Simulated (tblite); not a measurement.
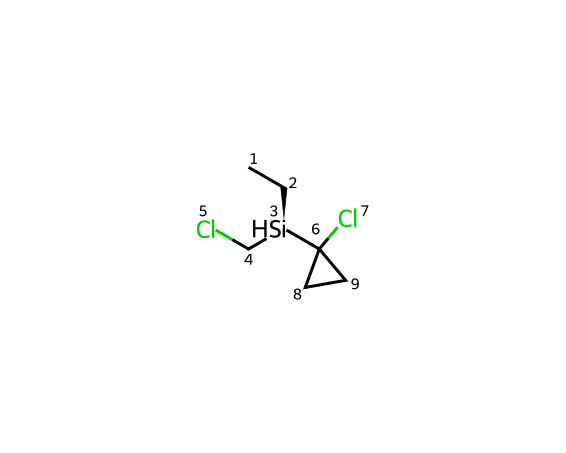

A structural formula, with wedges where it has stereocentres; small numbers name the atoms. The configuration is that of a computed structure (GFN2-xTB).

Question: What are the Cahn–Ingold–Prelog descriptors?

Answer: Si3: R.
